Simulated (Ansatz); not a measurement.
**Si2NH6Cl (SMILES N[SiH]([SiH3])Cl): methods side by side**

Si2NH6Cl: 10 atoms, total charge 0, spin state singlet. SMILES: `N[SiH]([SiH3])Cl`. Geometry: relaxed at PBE0-D4/def2-TZVP. This is one conformer, not always the lowest.

Each level gives the electronic atomisation energy (eV). The values are calculated. Electronic energies at fixed atoms, without zero-point motion or spin-orbit coupling.

```json
{"level": "HF/6-31G* (spherical functions)", "kind": "Hartree–Fock", "program": "Ansatz", "value (eV)": "22.88", "CPU time (all runs)": "3.2 s"}
{"level": "BLYP/6-31G* (spherical functions)", "kind": "GGA", "program": "Ansatz", "value (eV)": "31.03", "CPU time (all runs)": "11 s"}
{"level": "revPBE/6-31G* (spherical functions)", "kind": "GGA", "program": "Ansatz", "value (eV)": "30.66", "CPU time (all runs)": "10 s"}
{"level": "r2SCAN/6-31G* (spherical functions)", "kind": "meta-GGA", "program": "Ansatz", "value (eV)": "31.62", "CPU time (all runs)": "27 s"}
{"level": "PBE0/6-31G* (spherical functions)", "kind": "global hybrid", "program": "Ansatz", "value (eV)": "31.33", "CPU time (all runs)": "12 s"}
{"level": "HSE06/6-31G* (spherical functions)", "kind": "range-separated hybrid", "program": "Ansatz", "value (eV)": "31.36", "CPU time (all runs)": "14 s"}
{"level": "B2PLYP/6-31G* (spherical functions)", "kind": "double hybrid", "program": "Ansatz", "value (eV)": "30.41", "CPU time (all runs)": "17 s"}
{"level": "PBE-QIDH/6-31G* (spherical functions)", "kind": "double hybrid", "program": "Ansatz", "value (eV)": "30.32", "CPU time (all runs)": "16 s"}
{"level": "RPA@PBE/6-31G* (spherical functions)", "kind": "RPA", "program": "Ansatz", "value (eV)": "27.58", "CPU time (all runs)": "16 s"}
{"level": "MP2/6-31G* (spherical functions)", "kind": "perturbation theory", "program": "Ansatz", "value (eV)": "28.14", "CPU time (all runs)": "3.7 s"}
```

Correlated wave functions underbind in double-zeta sets. The values span 22.88 to 31.62 eV. In so small a basis fixed costs decide the times, and correlated methods can beat functionals. CPU times are rough (shared hosts, several kinds of processor and program).

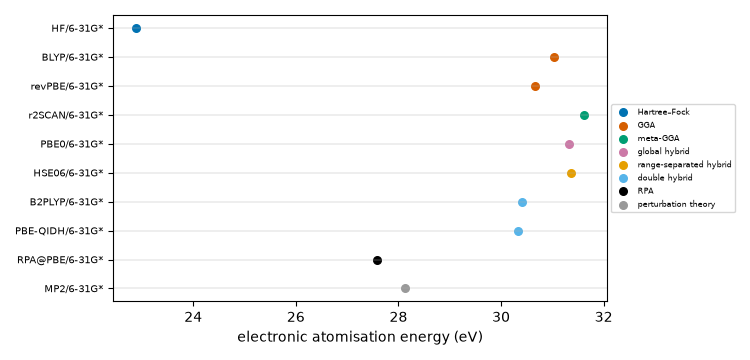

The values of the table, level by level.
